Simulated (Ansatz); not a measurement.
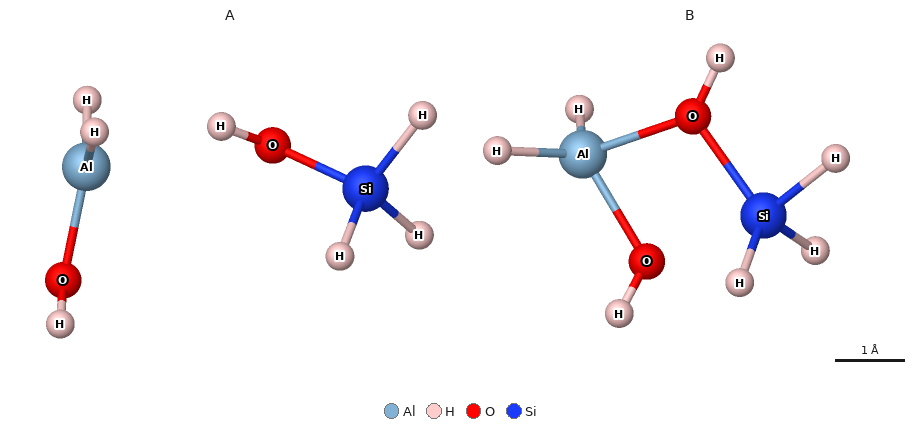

Two geometries of AlSiH7O2, drawn at one scale. One is the start of a relaxation, the other its converged end. Style: ball-and-stick. Shown at a tilt.

The calculation used RKS PBE0-D4/6-31G* in Ansatz 0.2.0. Settings: no spin polarisation; force threshold 0.03 eV/Å; at most 50 steps.

**Which geometry has the lower energy?**

Structure B is the relaxed one. The run prepares an end point of a later path (reaction) calculation, from a guessed geometry. The largest move after the best rigid fit is that of an O atom, 2.00 Å. Largest moves by element: O 2.00 Å, H 1.55 Å, Si 1.07 Å, Al 0.69 Å. Among the contacts that change: O–Si 5.103 → 2.061 Å, Al–Si 4.503 → 2.984 Å, Al–O 2.968 → 1.903 Å, O–Si 1.669 → 1.785 Å. New bonds form, among them: Al–O (2.97 → 1.90 Å). Among the angles between lasting bonds that change: O–Si–H 111.8° → 90.9°, O–Si–H 106.1° → 117.9°, O–Si–H 111.5° → 119.3°. Groups turn about Al–O by about 35°. After 20 accepted moves (22 points after the start) the energy has fallen by 1.023 eV. The largest force component goes from 0.91 to 0.0047 eV/Å. The line search rejected the trial steps at points 16, 21 of the run.
